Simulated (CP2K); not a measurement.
# CH8NSi2 (SMILES [CH2]N([SiH3])[SiH3]), run twice

Wanted: a single-point energy of CH8NSi2, PM3.

The results are computed with CP2K 2026.2.

2 further runs of the same task are left out: 1 that didn't finish, 1 set aside as unsound or not needed.

## Step 1: The molecule

CH8NSi2 has 12 atoms, charge 0, and is taken as a doublet. As SMILES, `[CH2]N([SiH3])[SiH3]`. The shape is that of a GFN2-xTB optimisation. This is one conformer, not always the lowest.

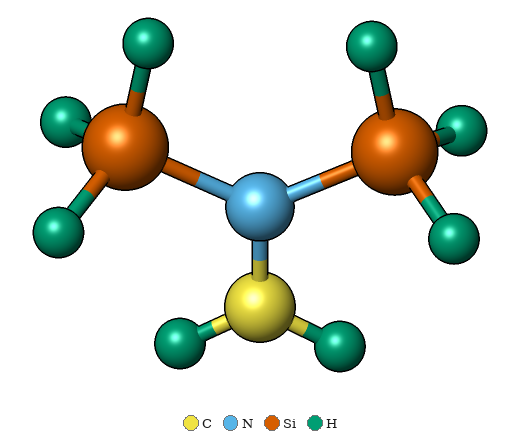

The structure, seen from a chosen angle (carbon yellow, nitrogen blue, silicon orange, hydrogen teal).

## Step 2: The input as first written

Input file mol.inp:

```
&GLOBAL
    PROJECT mol
    RUN_TYPE ENERGY
    PRINT_LEVEL MEDIUM
&END GLOBAL

&FORCE_EVAL
    METHOD QUICKSTEP
    &DFT
        CHARGE 0
        MULTIPLICITY 2
        LSD T
        &QS
            METHOD PM7
            EPS_DEFAULT 1.0E-10
            &SE
                &COULOMB
                    CUTOFF [angstrom] 50
                    RC_RANGE [angstrom] 0
                &END COULOMB
                &EXCHANGE
                    CUTOFF [angstrom] 50
                    RC_RANGE [angstrom] 0
                &END EXCHANGE
            &END SE
        &END QS
        &POISSON
            PERIODIC NONE
            POISSON_SOLVER ANALYTIC
        &END POISSON
        &SCF
            SCF_GUESS ATOMIC
            EPS_SCF 1.0E-06
            MAX_SCF 80
            &DIAGONALIZATION
                ALGORITHM STANDARD
            &END DIAGONALIZATION
            &MIXING
                METHOD DIRECT_P_MIXING
                ALPHA 0.4
            &END MIXING
        &END SCF
        &PRINT
            &MOMENTS
                PERIODIC F
                REFERENCE COM
                MAX_MOMENT 1
            &END MOMENTS
            &MO ON
                ENERGIES T
                OCCUPATION_NUMBERS T
                NDIGITS 6
                &EACH
                    QS_SCF 0
                &END EACH
                ADD_LAST NUMERIC
            &END MO
            &HIRSHFELD OFF
            &END HIRSHFELD
        &END PRINT
    &END DFT
    &SUBSYS
        &CELL
            ABC [angstrom] 14.3 14.2 15.2
            PERIODIC NONE
        &END CELL
        &COORD
            UNIT bohr
            C      0.1619306     2.9287920     0.2294316
            N      0.0183492     0.3541158     0.0272310
            Si    -1.5203036    -1.2463311     2.4801522
            Si     1.4106806    -1.0069595    -2.6476197
            H      1.0529365     4.0047832    -1.2339345
            H     -0.6835517     3.8623167     1.8128521
            H     -0.1934702    -0.6965153     4.8517206
            H     -1.4311085    -3.9171566     1.8262313
            H     -4.1167495    -0.2868226     2.6467126
            H      0.1705667     0.0369064    -4.8978111
            H      1.0348707    -3.7212676    -2.4104780
            H      4.0958680    -0.3118804    -2.6844882
        &END COORD
        &TOPOLOGY
            &CENTER_COORDINATES
            &END CENTER_COORDINATES
        &END TOPOLOGY
    &END SUBSYS
&END FORCE_EVAL
```

Started as:

```sh
$ OMP_NUM_THREADS=1 cp2k.psmp -i mol.inp -o mol.out
```

Standard output:

```text
*******************************************************************************
 *   ___                                                                       *
 *  /   \                                                                      *
 * [ABORT]                                                                     *
 *  \___/                    invalid value for enumeration:PM7                 *
 *    |                                                                        *
 *  O/|                                                                        *
 * /| |                                                                        *
 * / \                                     input/input_enumeration_types.F:215 *
 *******************************************************************************

 ===== Routine Calling Stack =====

            6 val_create_parsing
            5 section_vals_parse
            4 section_vals_parse
            3 section_vals_parse
            2 section_vals_parse
            1 read_input
```

It took 0.95 s on 1 thread of Intel Xeon 6975P-C (Granite Rapids), shared host; peak memory 0.16 GiB.

## Step 3: Reading the log

The input was rejected.

The log says `\___/                    invalid value for enumeration:PM7`. What is wrong: the keyword for the method is given a word that it doesn't take.

## Step 4: Try two

Input file run.inp:

```
&GLOBAL
  PROJECT run
  RUN_TYPE ENERGY
  PRINT_LEVEL MEDIUM
&END GLOBAL
&FORCE_EVAL
  METHOD QUICKSTEP
  &DFT
    MULTIPLICITY 2
    LSD T
    &QS
      METHOD PM3
      EPS_DEFAULT 1.0E-10
      &SE
        &COULOMB
          CUTOFF [angstrom] 50
          RC_RANGE [angstrom] 0
        &END COULOMB
        &EXCHANGE
          CUTOFF [angstrom] 50
          RC_RANGE [angstrom] 0
        &END EXCHANGE
      &END SE
    &END QS
    &POISSON
      PERIODIC NONE
      POISSON_SOLVER ANALYTIC
    &END POISSON
    ! SCF settings
    &SCF
      SCF_GUESS ATOMIC
      EPS_SCF 1.0E-06
      MAX_SCF 80
      &DIAGONALIZATION
        ALGORITHM STANDARD
      &END DIAGONALIZATION
      &MIXING
        METHOD DIRECT_P_MIXING
        ALPHA 0.4
      &END MIXING
    &END SCF
    &PRINT
      &MOMENTS
        PERIODIC F
        REFERENCE COM
        MAX_MOMENT 1
      &END MOMENTS
      &MO ON
        ENERGIES T
        OCCUPATION_NUMBERS T
        NDIGITS 6
        &EACH
          QS_SCF 0
        &END EACH
        ADD_LAST NUMERIC
      &END MO
      &HIRSHFELD OFF
      &END HIRSHFELD
    &END PRINT
  &END DFT
  &SUBSYS
    &CELL
      ABC 14.3 14.2 15.2
      PERIODIC NONE
    &END CELL
    &COORD
      UNIT bohr
      C      0.1619306     2.9287920     0.2294316
      N      0.0183492     0.3541158     0.0272310
      Si    -1.5203036    -1.2463311     2.4801522
      Si     1.4106806    -1.0069595    -2.6476197
      H      1.0529365     4.0047832    -1.2339345
      H     -0.6835517     3.8623167     1.8128521
      H     -0.1934702    -0.6965153     4.8517206
      H     -1.4311085    -3.9171566     1.8262313
      H     -4.1167495    -0.2868226     2.6467126
      H      0.1705667     0.0369064    -4.8978111
      H      1.0348707    -3.7212676    -2.4104780
      H      4.0958680    -0.3118804    -2.6844882
    &END COORD
    &TOPOLOGY
      &CENTER_COORDINATES
      &END CENTER_COORDINATES
    &END TOPOLOGY
  &END SUBSYS
&END FORCE_EVAL
```

Started as:

```sh
$ OMP_NUM_THREADS=1 cp2k.psmp -i run.inp > run.out 2>&1
```

Standard output:

```text
CP2K| version string:                                       CP2K version 2026.2
[...]
 GLOBAL| Method name                                                        CP2K
[...]
 GLOBAL| Run type                                                         ENERGY
[...]
                             - Atoms:                                         12
[...]
                             - Spherical basis functions:                     24
[...]
 Number of electrons:                                                         13
[...]
     1 P_Mix/Diag. 0.40E+00    0.0     0.42412156       -14.3947829635 -1.44E+01
[...]
    69 DIIS/Diag.  0.96E-07    0.0     0.00000076       -20.1279095499 -3.01E-12
  *** SCF run converged in    69 steps ***
  Core-core repulsion energy [eV]:                           1384.65281161915846
  Core Hamiltonian energy [eV]:                              -788.02686645010840
  Two-electron integral energy [eV]:                        -2288.66843632160089
  Electronic energy [eV]:                                   -1932.36108461090885
  Total energy [eV]:                                         -547.70827299175028
  Atomic reference energy [eV]:                               548.79264388995057
  Heat of formation [kcal/mol]:                                25.00618894670297
[...]
 SE_DIPOLE| Moment [Debye]         -0.12643311      -1.94099453      -0.16387376
 SE_DIPOLE| Derivative [a.u.]       0.00000000       0.00000000       0.00000000
 ENERGY| Total FORCE_EVAL ( QS ) energy [hartree]            -20.127909549877074
[...]
```

Run time: 1.1 s. Hardware: 1 thread of Intel Xeon 6975P-C (Granite Rapids), shared host; peak memory 0.19 GiB.

## Step 5: Outcome

Level: PM3.

| quantity | value |
| --- | --- |
| total energy | -20.12791 Eh |
| dipole moment | 1.95 D |
| HOMO energy (highest over α and β) | -6.03 eV |
| heat of formation | 25.0 kcal/mol |
